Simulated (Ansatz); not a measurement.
# CH5Ge (SMILES [CH3][GeH2]): U-revPBE/def2-TZVP

What is the vertical doublet–quartet gap of CH5Ge at U-revPBE/def2-TZVP? 

Program for the calculation: Ansatz 0.2.0.

36 further runs of the same task are left out: 36 set aside as unsound or not needed.

## Step 1: The system as given

The species is CH5Ge (7 atoms), meant as a doublet with charge 0. SMILES: `[CH3][GeH2]`. Geometry: relaxed at PBE0-D4/def2-TZVP.

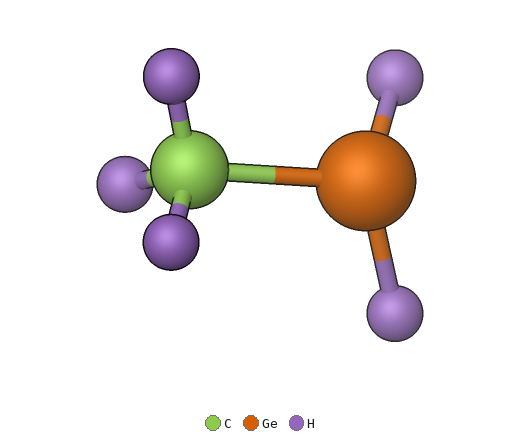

The structure, seen from a chosen angle (carbon green, germanium orange, hydrogen purple).

## Step 2: A single-point energy at U-revPBE/def2-TZVP

Contents of molecule.yaml:

```yaml
crystal:
  periodic: [false, false, false]
  atoms:
    - symbol: C
      position_ang: [-0.247600, -0.809300, -0.206400]
    - symbol: Ge
      position_ang: [0.396000, 0.824800, 0.663000]
    - symbol: H
      position_ang: [-1.153200, -1.166400, 0.283800]
    - symbol: H
      position_ang: [0.513100, -1.588100, -0.157000]
    - symbol: H
      position_ang: [-0.473200, -0.603400, -1.255600]
    - symbol: H
      position_ang: [-0.673100, 1.940800, 0.621200]
    - symbol: H
      position_ang: [1.699200, 1.333700, 0.005300]
basis:
  gaussian:
    orbitals: def2-TZVP
magnetization:
  spin_polarized: true
  initial_magnetization: 1
hamiltonian:
  xc: {name: revPBE}
accuracy: high
output: {orbitals: {seedname: orbitals}}
```

Launch:

```bash
$ ansatz run molecule.yaml --threads 1 --pin off --max-ram 3480MiB --events-out events.jsonl --progress --plain --runs-dir runs
```

The program printed:

```text
Warning: RAYON_NUM_THREADS=1 ignored (pool sized by the plan → 1); use --threads N
Functional definition: revPBE
  name "revPBE"
  parameter kappa = 1.245
  parameter beta = 0.06672455060314922
  exchange = pbe_x(kappa = kappa, mu = beta*pi^2/3)
  correlation = pbe_c(beta = beta)
1947 factors; integrals over basis functions are off by at most 4.7e-9 eV
mean field evaluation 1: about -57622.7150 eV, gradient 4.5e1 eV
mean field evaluation 2: about -57605.2213 eV, gradient 6.6e1 eV
mean field evaluation 4: about -57631.3066 eV, gradient 2.2e0 eV
mean field evaluation 8: about -57631.3354 eV, gradient 3.8e-2 eV
mean field evaluation 16: about -57631.3354 eV, gradient 1.5e-5 eV
mean field -57631.33540356 eV, -2117.9125121585 hartree, gradient 5.6e-8 eV, S^2 0.751966; 0 other end points of the search recorded, 0 dependent functions left out
reference -57631.33540784 eV, -2117.9125123159 hartree; 22, 21 occupied and 87, 88 virtual orbitals, 1947 factors
Total energy: -57631.33540784 eV, -2117.9125123159 hartree
```

Wall time 10 s (1 thread of Arm Neoverse V2, shared host); peak memory 0.3 GiB.

## Step 3: The quartet

Contents of molecule.yaml:

```yaml
crystal:
  periodic: [false, false, false]
  atoms:
    - {symbol: C, position_ang: [-0.247600, -0.809300, -0.206400]}
    - {symbol: Ge, position_ang: [0.396000, 0.824800, 0.663000]}
    - {symbol: H, position_ang: [-1.153200, -1.166400, 0.283800]}
    - {symbol: H, position_ang: [0.513100, -1.588100, -0.157000]}
    - {symbol: H, position_ang: [-0.473200, -0.603400, -1.255600]}
    - {symbol: H, position_ang: [-0.673100, 1.940800, 0.621200]}
    - {symbol: H, position_ang: [1.699200, 1.333700, 0.005300]}
basis:
  gaussian:
    orbitals: def2-TZVP
magnetization:
  spin_polarized: true
  initial_magnetization: 3
hamiltonian:
  xc: {name: revPBE}
accuracy: high
output:
  orbitals: {seedname: orbitals}
```

Launch:

```bash
$ ansatz run molecule.yaml --threads 1 --pin off --max-ram 3480MiB --events-out events.jsonl --progress --plain --runs-dir runs
```

The program printed:

```text
Warning: RAYON_NUM_THREADS=1 ignored (pool sized by the plan → 1); use --threads N
Functional definition: revPBE
  name "revPBE"
  parameter kappa = 1.245
  parameter beta = 0.06672455060314922
  exchange = pbe_x(kappa = kappa, mu = beta*pi^2/3)
  correlation = pbe_c(beta = beta)
1947 factors; integrals over basis functions are off by at most 4.7e-9 eV
mean field evaluation 1: about -57611.9356 eV, gradient 5.0e1 eV
mean field evaluation 2: about -57550.3170 eV, gradient 9.3e1 eV
mean field evaluation 4: about -57618.3293 eV, gradient 2.4e1 eV
mean field evaluation 8: about -57623.7481 eV, gradient 3.0e0 eV
mean field evaluation 16: about -57623.8331 eV, gradient 2.1e-2 eV
mean field evaluation 32: about -57623.8331 eV, gradient 3.4e-8 eV
mean field evaluation 64: about -57623.1578 eV, gradient 6.4e-1 eV
mean field -57623.83307923 eV, -2117.6368068247 hartree, gradient 3.4e-8 eV, S^2 3.753534; 8 other end points of the search recorded, 0 dependent functions left out
reference -57623.83308386 eV, -2117.6368069950 hartree; 23, 20 occupied and 86, 89 virtual orbitals, 1947 factors
Total energy: -57623.83308386 eV, -2117.6368069950 hartree
```

Run time: 34 s. Hardware: 1 thread of Arm Neoverse V2, shared host; peak memory 0.33 GiB.

## Step 4: Results

At U-revPBE/def2-TZVP:

| quantity | value |
| --- | --- |
| doublet: total energy | -2117.91251 Eh |
| doublet: HOMO energy (highest over α and β) | -4.75 eV |
| doublet: LUMO energy (lowest over α and β) | -3.18 eV |
| doublet: ⟨S²⟩ | 0.752 |
| quartet: total energy | -2117.63681 Eh |
| quartet: HOMO energy (highest over α and β) | -1.00 eV |
| quartet: ⟨S²⟩ | 3.754 |
| vertical energy of the quartet above the doublet | 7.502 eV |

At this shape the quartet lies 7.50 eV (724 kJ/mol) above the doublet.
